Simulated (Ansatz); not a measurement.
# BrH3OSiSn: vertical spin-state energies, by script

Which spin state of BrH3OSiSn lies lowest at this geometry? The task is vertical spin-state energies, for BrH3OSiSn. SMILES: [Br][SnH]1[O][SiH2]1.

Program: Ansatz 0.2.0 through its Python package. Level of theory: PBE/def2-SVP. These are calculated values, not measurements.

## Step 1: Starting point

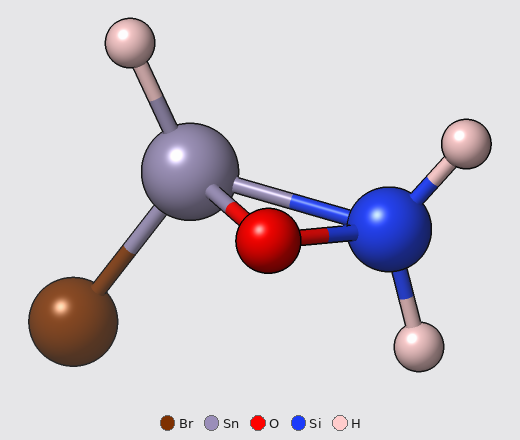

The structure that the script starts from, seen from a chosen angle (bromine brown, tin purple, oxygen red, silicon blue, hydrogen pink).

brh3osisn.xyz, read by the script:

```xyz
7

Br   -2.90300    0.97600   -0.04140
Sn   -0.47940    0.96830   -0.51660
O     0.42680    0.23070    1.08360
Si    0.74500   -1.14140    0.12400
H     0.36090    2.43280   -0.99290
H    -0.18990   -2.23870    0.58060
H     2.10090   -1.29570   -0.28310
```

## Step 2: The script

File brh3osisn.py:

```python
"""Vertical spin-state energies of BrH3OSiSn."""

import ansatz as az

BASIS = "def2-SVP"
XC = "pbe"

system = az.Crystal.molecule_from_extxyz("brh3osisn.xyz")

calc = system.calculation().basis(gaussian=BASIS).functional(XC)
found = {}
for unpaired in [0, 2]:
    rep = calc.spin("collinear", total=unpaired).run().report
    s = unpaired / 2
    found[unpaired] = rep["free_energy_ev"]
    print(f"2S+1 = {unpaired + 1}: E = {found[unpaired]:.5f} eV, <S^2> = {abs(rep['mean_field']['state']['spin_squared']):.3f} (pure state {s * (s + 1):.2f})")
lowest = min(found, key=found.get)
for unpaired, e in found.items():
    print(f"multiplicity {unpaired + 1}: {23.060548 * (e - found[lowest]):.1f} kcal/mol above the lowest")
```

## Step 3: What the engine is handed

The package turns the script's settings into the engine's input (first run):

```yaml
crystal:
  periodic: [false, false, false]
  atoms:
    - { symbol: Br, position_ang: [-2.903, 0.976, -0.0414] }
    - { symbol: Sn, position_ang: [-0.4794, 0.9683, -0.5166] }
    - { symbol: O, position_ang: [0.4268, 0.2307, 1.0836] }
    - { symbol: Si, position_ang: [0.745, -1.1414, 0.124] }
    - { symbol: H, position_ang: [0.3609, 2.4328, -0.9929] }
    - { symbol: H, position_ang: [-0.1899, -2.2387, 0.5806] }
    - { symbol: H, position_ang: [2.1009, -1.2957, -0.2831] }
basis:
  gaussian:
    orbitals: def2-SVP
hamiltonian:
  xc: pbe
magnetization:
  spin_polarized: true
  initial_magnetization: 0.0
```

## Step 4: Running it

Command:

```
$ python brh3osisn.py
```

Standard output:

```text
2S+1 = 1: E = -85822.32059 eV, <S^2> = 0.000 (pure state 0.00)
2S+1 = 3: E = -85820.31035 eV, <S^2> = 2.004 (pure state 2.00)
multiplicity 1: 0.0 kcal/mol above the lowest
multiplicity 3: 46.4 kcal/mol above the lowest
```

Run time: 15 s. Hardware: 1 thread of Arm Neoverse V1, shared host; peak memory 0.24 GiB.

## Step 5: What changed from run to run

The engine's inputs for the other runs:

Run 2, against run 1:

```diff
@@ -18 +18 @@
-  initial_magnetization: 0.0
+  initial_magnetization: 2.0
```

## Step 6: The engine's runs

One row for each of the 2 runs:

```tsv
run	2S+1	energy from run 1 (eV)	<S²>	SCF cycles	CPU time (s)
1	1	0.0000	0.00	19	6.2
2	3	2.0102	2.00	32	8.7
```

## Step 7: What came out

| quantity | value |
| --- | --- |
| runs compared | 2 |
| lowest | run 1 (2S+1 = 1) |
| next above it by | 2.010 eV |

In words: In order: multiplicity 1 (+0.00 eV) and multiplicity 3 (+2.01 eV), all at the one geometry. Caveats:
- The geometry is a force-field or estimated start, not a minimum of this method, and the basis set is short of its limit. All parts are taken at fixed geometry, without zero-point energy.
- def2 sets replace the cores of elements past krypton by effective core potentials.
- Spin-orbit coupling, which mixes and shifts the spin states of heavy atoms, is left out.
